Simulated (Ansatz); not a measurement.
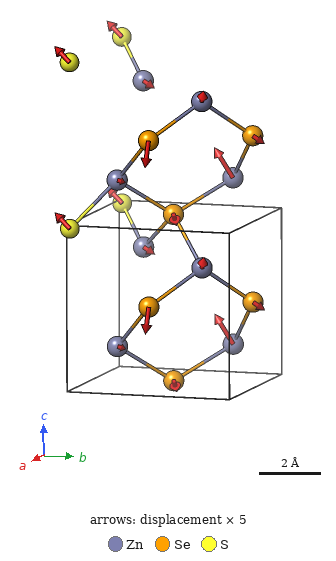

A relaxation of solid Zn4Se3S (a generated structure, set up in P1) (coarse preliminary run). The starting structure is drawn; red arrows show the displacements (the part carried along by the change of the cell is left out), 5 times their true length.

A ball-and-stick model of the cell of the calculation, repeated 1 × 1 × 2 with one cell outlined, seen slightly off an axis.

Theory: Ansatz, DFT PBE, scalar-relativistic, plane waves, PAW. (plane-wave cutoff 420 eV; k-point mesh 4 × 4 × 4; occupations gaussian; smearing width 0.1 eV; no spin polarisation; cell and atoms relaxed; force threshold 0.025 eV/Å; at most 60 steps)

What did the optimiser do to the structure, and how much energy did it gain?

A Zn atom moves most relative to the cell: 0.25 Å along [1 −2 3]. Largest moves by element: Zn 0.25 Å, Se 0.19 Å, S 0.16 Å. Cell: a 5.660 → 5.663 Å (0.0 %), b 5.652 → 5.661 Å (+0.2 %), c 5.610 → 5.653 Å (+0.8 %), β 89.7° → 90.0°, γ 90.9° → 90.0°. Volume +1.0 %. Near-neighbour distances that change, for instance: Se–Zn 2.749 → 2.473 Å, S–Zn 2.147 → 2.386 Å, Se–Zn 2.302 → 2.472 Å, Se–Zn 2.341 → 2.472 Å. Among the angles between lasting bonds that change: Se–Zn–Se 96.1° → 108.1°, Zn–Se–Zn 122.5° → 112.4°, Se–Zn–S 121.1° → 111.0°. The space group (tolerance 0.01 Å) goes from P1 (No. 1) to P-43m (No. 215). The energy falls by 0.615 eV per cell of the calculation in 3 accepted moves (4 points after the start). Largest force component: 1.5 eV/Å at the start, 0.0016 eV/Å at the end. The pressure goes from 1.77 to 0.05 GPa. The SCF was repeated once at an unchanged geometry on a basis and grid sized afresh for the cell, which shifted the energy by 0.7 meV per cell of the calculation at most.
